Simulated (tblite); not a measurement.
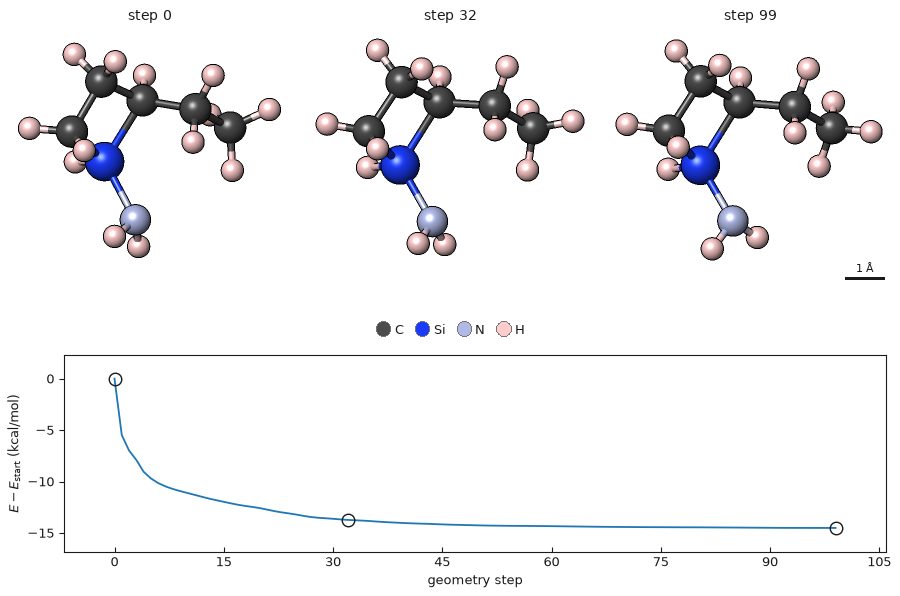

Frames of a relaxation of C₅H₁₃NSi, marked on the history of the run. Style: ball-and-stick. Shown at a tilt.

These are results of GFN2-xTB geometry optimisation, gas phase in tblite, not measurements. 

Q: What happens along the run?

A: An H atom moves most after the best rigid fit: 0.68 Å. Largest moves by element: H 0.68 Å, Si 0.15 Å, C 0.11 Å, N 0.08 Å. Among the contacts that change: H–N 1.055 → 1.008 Å, C–H 1.138 → 1.092 Å, C–Si 1.872 → 1.916 Å, C–Si 1.864 → 1.903 Å. Among the angles between lasting bonds that change: Si–N–H 108.9° → 117.7°, H–C–H 115.1° → 107.5°, Si–C–H 112.1° → 118.2°. Groups turn about C–C by about 40°, N–Si by about 35°. After 99 geometry steps the energy has fallen by 14.5 kcal/mol. From step 0 to 32: an H atom moves most (0.48 Å), energy −13.7 kcal/mol. From step 32 to 99: an H atom moves most (0.43 Å), energy −0.78 kcal/mol.

```
step  E − E(0), kcal/mol
   0                0.00
   1               -5.49
   2               -6.99
   3               -7.91
   4               -9.05
   5               -9.70
   6              -10.15
   7              -10.47
   8              -10.73
   9              -10.93
  10              -11.11
  15              -11.97
  19              -12.48
  24              -13.11
  29              -13.57
  33              -13.77
  38              -13.98
  43              -14.11
  47              -14.21
  52              -14.29
  57              -14.32
  62              -14.36
  66              -14.40
  71              -14.43
  76              -14.44
  80              -14.45
  85              -14.47
  90              -14.50
  94              -14.51
  99              -14.51
```
